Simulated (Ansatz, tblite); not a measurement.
# C39H30N2: spin-state energies by level

Aim: set other spin states of C39H30N2 against its singlet, on many levels of theory.

The runs use Ansatz 0.2.0, Gaussian basis; as each input shows.

Plan: triplet, at the geometry of the singlet (GFN1-xTB, GFN2-xTB, PBE0-D4/def2-SVP, PBE-D4/def2-SVP); the singlet's energies come from earlier runs.

### 1 The relaxed structure

The geometry is that of the singlet, from an earlier relaxation (r2SCAN-D4/def2-SVP).

SMILES `CN(C)c1ccc(-c2ccc(-c3ccc(-c4ccc(-c5ccc(-c6ccc(C#N)cc6)cc5)cc4)cc3)cc2)cc1`, 71 atoms, charge 0, spin multiplicity 1.

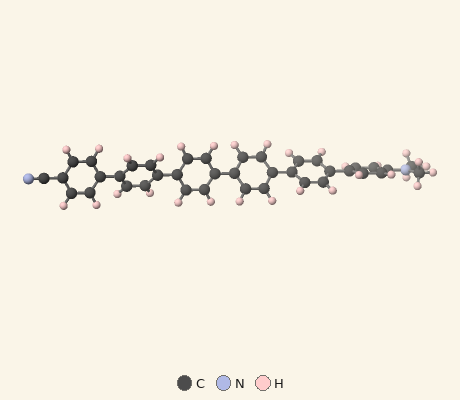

The geometry (carbon dark grey, nitrogen light blue, hydrogen pink).

### 2 Triplet at the fixed geometry, GFN1-xTB

Tight binding, by tblite at 300 K electronic temperature and without a spin-polarisation term:

```python
tblite.interface.Calculator('GFN1-xTB', numbers, positions, charge=0, uhf=2).singlepoint()
```

Energy -2852.7833 eV; 0.54 s.

### 3 Triplet at the fixed geometry, GFN2-xTB

Tight binding, by tblite at 300 K electronic temperature and without a spin-polarisation term:

```python
tblite.interface.Calculator('GFN2-xTB', numbers, positions, charge=0, uhf=2).singlepoint()
```

Energy -2843.6820 eV; 0.38 s.

### 4 Triplet at the fixed geometry, PBE0-D4/def2-SVP

File in.yaml:

```yaml
crystal:
  periodic: [false, false, false]
  atoms:
    - {symbol: C, position_ang: [12.896519, 1.514360, 0.649858]}
    - {symbol: N, position_ang: [12.183682, 0.282342, 0.896884]}
    - {symbol: C, position_ang: [12.907804, -0.918819, 1.243368]}
    - {symbol: C, position_ang: [10.809921, 0.252444, 0.800982]}
    - {symbol: C, position_ang: [10.075722, -0.931685, 1.064206]}
    - {symbol: C, position_ang: [8.689288, -0.951573, 0.960604]}
    - {symbol: C, position_ang: [7.948027, 0.189931, 0.598947]}
    - {symbol: C, position_ang: [6.477358, 0.157255, 0.493233]}
    - {symbol: C, position_ang: [5.694126, 1.293826, 0.779950]}
    - {symbol: C, position_ang: [4.306108, 1.263388, 0.678461]}
    - {symbol: C, position_ang: [3.626636, 0.094275, 0.284510]}
    - {symbol: C, position_ang: [2.154139, 0.061966, 0.174523]}
    - {symbol: C, position_ang: [1.338317, 0.818331, 1.038841]}
    - {symbol: C, position_ang: [-0.049733, 0.786259, 0.935820]}
    - {symbol: C, position_ang: [-0.691652, -0.000718, -0.039841]}
    - {symbol: C, position_ang: [-2.164318, -0.033993, -0.151386]}
    - {symbol: C, position_ang: [-2.986640, 0.075179, 0.987073]}
    - {symbol: C, position_ang: [-4.374352, 0.038873, 0.881981]}
    - {symbol: C, position_ang: [-5.008015, -0.103555, -0.367525]}
    - {symbol: C, position_ang: [-6.480314, -0.142804, -0.479851]}
    - {symbol: C, position_ang: [-7.274545, -0.721551, 0.529635]}
    - {symbol: C, position_ang: [-8.661905, -0.759691, 0.423734]}
    - {symbol: C, position_ang: [-9.321480, -0.224303, -0.699481]}
    - {symbol: C, position_ang: [-10.793218, -0.268509, -0.814288]}
    - {symbol: C, position_ang: [-11.419079, -0.417055, -2.068867]}
    - {symbol: C, position_ang: [-12.804152, -0.460198, -2.184406]}
    - {symbol: C, position_ang: [-13.611239, -0.354933, -1.034453]}
    - {symbol: C, position_ang: [-15.035633, -0.398711, -1.145545]}
    - {symbol: N, position_ang: [-16.197622, -0.434388, -1.236120]}
    - {symbol: C, position_ang: [-13.000277, -0.205764, 0.226221]}
    - {symbol: C, position_ang: [-11.613999, -0.164046, 0.327239]}
    - {symbol: C, position_ang: [-8.528887, 0.353775, -1.709897]}
    - {symbol: C, position_ang: [-7.141862, 0.395283, -1.601295]}
    - {symbol: C, position_ang: [-4.186728, -0.209135, -1.506573]}
    - {symbol: C, position_ang: [-2.799070, -0.177380, -1.400698]}
    - {symbol: C, position_ang: [0.123049, -0.755738, -0.905616]}
    - {symbol: C, position_ang: [1.510804, -0.726614, -0.799617]}
    - {symbol: C, position_ang: [4.406926, -1.042816, -0.001691]}
    - {symbol: C, position_ang: [5.794854, -1.011910, 0.099955]}
    - {symbol: C, position_ang: [8.682321, 1.363937, 0.342292]}
    - {symbol: C, position_ang: [10.069081, 1.404687, 0.434761]}
    - {symbol: H, position_ang: [13.970362, 1.348454, 0.802502]}
    - {symbol: H, position_ang: [12.577550, 2.321769, 1.335332]}
    - {symbol: H, position_ang: [12.753334, 1.880184, -0.384764]}
    - {symbol: H, position_ang: [13.984452, -0.707584, 1.236419]}
    - {symbol: H, position_ang: [12.641569, -1.292074, 2.250506]}
    - {symbol: H, position_ang: [12.718413, -1.737352, 0.524205]}
    - {symbol: H, position_ang: [10.590526, -1.844671, 1.367098]}
    - {symbol: H, position_ang: [8.163080, -1.880387, 1.200487]}
    - {symbol: H, position_ang: [6.184319, 2.215244, 1.107025]}
    - {symbol: H, position_ang: [3.735272, 2.171890, 0.891798]}
    - {symbol: H, position_ang: [1.802388, 1.428513, 1.818892]}
    - {symbol: H, position_ang: [-0.650120, 1.399760, 1.613798]}
    - {symbol: H, position_ang: [-2.527522, 0.170469, 1.975107]}
    - {symbol: H, position_ang: [-4.981663, 0.142000, 1.785853]}
    - {symbol: H, position_ang: [-6.791740, -1.184153, 1.394954]}
    - {symbol: H, position_ang: [-9.244054, -1.251814, 1.208143]}
    - {symbol: H, position_ang: [-10.805429, -0.529132, -2.966678]}
    - {symbol: H, position_ang: [-13.274569, -0.586486, -3.162609]}
    - {symbol: H, position_ang: [-13.623487, -0.113240, 1.119069]}
    - {symbol: H, position_ang: [-11.155118, -0.019314, 1.308906]}
    - {symbol: H, position_ang: [-9.010767, 0.815302, -2.576590]}
    - {symbol: H, position_ang: [-6.559010, 0.888259, -2.384329]}
    - {symbol: H, position_ang: [-4.644661, -0.338711, -2.491412]}
    - {symbol: H, position_ang: [-2.191888, -0.246354, -2.307681]}
    - {symbol: H, position_ang: [-0.341628, -1.392851, -1.663648]}
    - {symbol: H, position_ang: [2.112679, -1.313332, -1.499354]}
    - {symbol: H, position_ang: [3.913739, -1.974851, -0.292897]}
    - {symbol: H, position_ang: [6.367389, -1.909784, -0.149618]}
    - {symbol: H, position_ang: [8.155179, 2.269868, 0.028388]}
    - {symbol: H, position_ang: [10.581423, 2.340177, 0.205184]}
basis:
  gaussian: {orbitals: def2-SVP, fitting: {mean_field: def2-universal-jkfit}}
magnetization: {spin_polarized: true, initial_magnetization: 2}
hamiltonian: {xc: pbe0, dispersion: d4}
scf: {omitted_lower_state_checks: [starts]}
output: {orbitals: {seedname: orbitals}}
```

On the command line:

```
> ansatz run in.yaml --threads 2 --pin off --events-out ev --progress --plain --max-ram 32768MiB --backend cuda --devices 0, --max-vram 18GiB
```

Standard output:

```text
Functional definition: PBE0
  name "PBE0"
  cite "Adamo & Barone, J. Chem. Phys. 110, 6158 (1999) doi:10.1063/1.478522"
  cite "Perdew, Burke & Ernzerhof, Phys. Rev. Lett. 77, 3865 (1996) doi:10.1103/PhysRevLett.77.3865"
  parent pbe
  parameter a = 0.25
  parameter kappa = 0.804
  parameter beta = 0.06672455060314922
  exchange = (1 - a)*pbe_x(kappa = kappa, mu = beta*pi^2/3) + a*exact_x
  correlation = pbe_c(beta = beta)
these checks for a lower state are left out or cut short: starts
3619 factors; integrals over basis functions are off by at most 2.3e-1 eV
mean field evaluation 1: about -43794.1314 eV, gradient 7.5e1 eV
mean field evaluation 2: about -43758.1626 eV, gradient 9.3e1 eV
mean field evaluation 4: about -43823.9913 eV, gradient 1.7e1 eV
mean field evaluation 8: about -43826.3627 eV, gradient 2.1e0 eV
mean field evaluation 16: about -43826.4078 eV, gradient 1.7e-1 eV
mean field evaluation 32: about -43826.4500 eV, gradient 6.1e-2 eV
mean field -43826.45009677 eV, -1610.5923344216 hartree, gradient 7.4e-6 eV, S^2 2.018421; 0 other end points of the search recorded, 0 dependent functions left out
reference -43826.45017891 eV, -1610.5923374401 hartree; 140, 138 occupied and 584, 586 virtual orbitals, 3619 factors
Total energy: -43828.88211642 eV, -1610.6817094953 hartree
Checks for a lower state left out: starts
```

It took 26 s on 1 × H100 (card shared with other runs) with 2 threads of AMD EPYC 7R13, shared host; peak host memory 1.5 GiB.

From the report: HOMO -2.63 eV, LUMO -4.43 eV (over both spins; with the spin held, an empty level of the minority spin lies below the top filled one); ⟨S²⟩ 2.018 (pure: 2.00).

### 5 Triplet at the fixed geometry, PBE-D4/def2-SVP

start.molden holds the orbitals of an earlier run on this state, given as this run's starting guess.

Edit in.yaml of step 4 so:

```diff
@@ -75,5 +75,5 @@
 basis:
-  gaussian: {orbitals: def2-SVP, fitting: {mean_field: def2-universal-jkfit}}
+  gaussian: {orbitals: def2-SVP, fitting: {mean_field: def2-universal-jkfit}, initial_orbitals: start.molden}
 magnetization: {spin_polarized: true, initial_magnetization: 2}
-hamiltonian: {xc: pbe0, dispersion: d4}
+hamiltonian: {xc: pbe, dispersion: d4}
 scf: {omitted_lower_state_checks: [starts]}
```

The command is unchanged.

Standard output:

```text
Functional definition: PBE
  name "PBE"
  cite "Perdew, Burke & Ernzerhof, Phys. Rev. Lett. 77, 3865 (1996) doi:10.1103/PhysRevLett.77.3865"
  parent pbe
  parameter kappa = 0.804
  parameter beta = 0.06672455060314922
  exchange = pbe_x(kappa = kappa, mu = beta*pi^2/3)
  correlation = pbe_c(beta = beta)
these checks for a lower state are left out or cut short: starts
3619 factors; integrals over basis functions are off by at most 2.3e-1 eV
mean field evaluation 1: about -43822.1653 eV, gradient 1.1e1 eV
mean field evaluation 2: about -43822.7331 eV, gradient 7.9e-1 eV
mean field evaluation 4: about -43822.7759 eV, gradient 4.6e-1 eV
mean field evaluation 8: about -43822.7903 eV, gradient 1.2e-2 eV
mean field evaluation 16: about -43822.7903 eV, gradient 7.3e-5 eV
mean field -43822.79027311 eV, -1610.4578383826 hartree, gradient 7.2e-6 eV, S^2 2.002339; 0 other end points of the search recorded, 0 dependent functions left out
reference -43822.79037652 eV, -1610.4578421828 hartree; 140, 138 occupied and 584, 586 virtual orbitals, 3619 factors
Total energy: -43825.61775097 eV, -1610.5617462776 hartree
Checks for a lower state left out: starts
```

Run time: 13 s. Hardware: 1 × H100 (card shared with other runs) with 2 threads of AMD EPYC 7R13, shared host; peak host memory 1.4 GiB.

Report: HOMO -2.43 eV, LUMO -4.84 eV (over both spins; with the spin held, an empty level of the minority spin lies below the top filled one); ⟨S²⟩ 2.002 (pure: 2.00).

### 6 Triplet less singlet, vertical

The singlet's energies are those of its earlier runs, whose logs aren't repeated here.

```tsv
level	triplet less singlet, vertical (eV)	time
GFN1-xTB	+2.432	0.83 s
GFN2-xTB	+2.440	0.6 s
PBE-D4/def2-SVP	+2.398	23 s
PBE0-D4/def2-SVP	+2.968	40 s
```

Times add the two runs; a level without a time comes out of a correlated run. Tight binding without a spin term can't rank spin states.

### 7 Outcome

| quantity | value |
| --- | --- |
| triplet less singlet, vertical, functionals in def2-SVP | +2.398 (PBE-D4) to +2.968 eV (PBE0-D4) |

What this shows: All functionals put the triplet above the singlet, over a spread of 0.569 eV. The checks for a lower triplet were left out, so another state of that spin may lie lower. These are electronic energies, without zero-point motion, entropy or surroundings.
